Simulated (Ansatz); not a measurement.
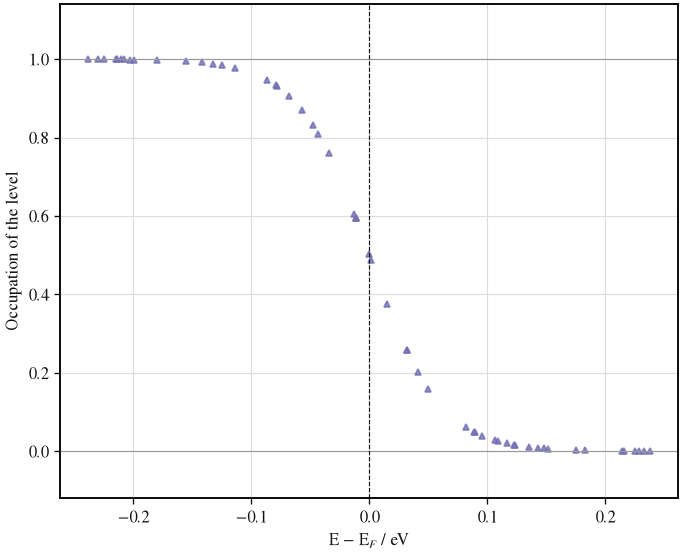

Occupations of the one-electron levels of the k mesh against their energy, from a run on Sb4Pt3W, space group Pmm2, 8 atoms in the cell, Tb4Si3Ge-25 type type, with Ansatz.

### Which smearing scheme was used (Fermi-Dirac, Gaussian, Methfessel-Paxton or cold), and about what width?

Fermi-Dirac smearing with a width of 0.03 eV. The occupations stay between 0 and 1 and have long exponential tails; the slope at the Fermi level is 1/(4 × width).
